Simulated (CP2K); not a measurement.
Consider cyclopropene at its PBE geometry (Å).

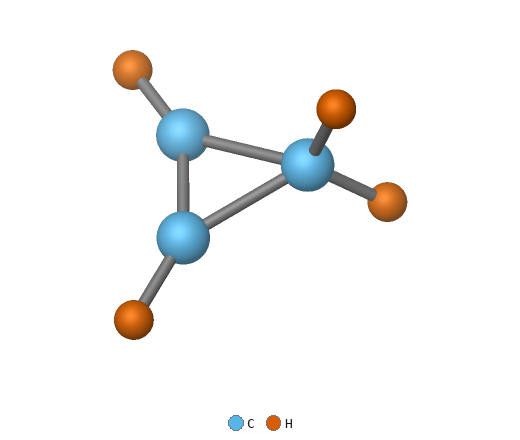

The molecule (carbon blue, hydrogen orange).

```xyz
7

C    -0.5677    0.6736    0.0971
C    -0.6336   -0.6135   -0.0763
C     0.7682   -0.0373   -0.0155
H    -1.0689    1.6234    0.2356
H    -1.2264   -1.5129   -0.1877
H     1.3752   -0.1901    0.8842
H     1.3533    0.0568   -0.9373
```

Method: CP2K XAS_TDP, all-electron GAPW, PBEh(45%), aug-cc-pVTZ, TDA, GW2X-corrected core level, no relativity.

Where do the C K-edge lines lie, and how strong are they?

Leading lines: C1 285.49 eV and C3 289.36 eV. The leading line of an atom is its first one with 35 % of the strongest within 2.5 eV of its lowest line over the strength cut. Core ionisation energies at this level: C1 290.68 and C3 290.82 eV.

The first six lines of each atom with a strength over 0.0015:

```tsv
atom	energy (eV)	states	strength, one atom	above the computed threshold
C1 (bonded to 2 C and H), 2 alike	285.49	1	0.0520	
	288.81	1	0.0069	
	289.37	1	0.0052	
	289.82	1	0.0017	
	290.28	1	0.0281	
	290.44	1	0.0066	
C3 (bonded to 2 C and 2 H)	289.01	1	0.0027	
	289.36	1	0.0230	
	289.59	1	0.0174	
	289.80	1	0.0021	
	290.22	1	0.0230	
	290.94	2	0.0140	yes
```

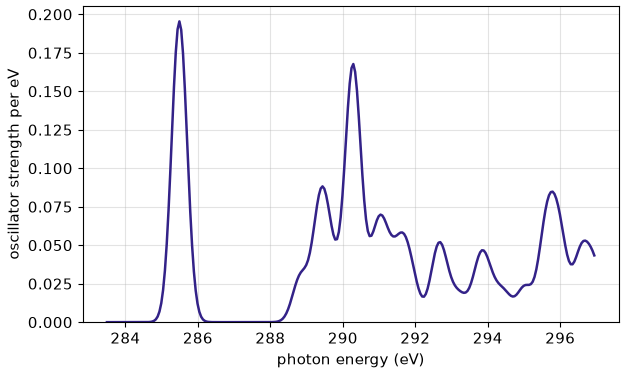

All atoms added, broadened by 0.5 eV.

Lines are vertical, at one geometry, with no vibrational structure. GW2X ionisation energies and lines can be off by 1 to 2 eV either way, and a good line position may hide errors that cancel. These values hold no scalar relativity, about 0.1 eV for C 1s. Rydberg lines, and the discretised continuum above threshold, depend on the basis and the box.

[Banner, clock and machine lines of the logs are left out without a mark of their own.]

[Logs are printed without paths, hosts, clocks, repeated set-up lines and the standing remarks that a program may print on its own settings, such as how far it seeks lower states.]

[Hosts, paths, dates, database ids (printed as entryN), source tags and the programs' standing remarks are cut or masked in the printed files.]
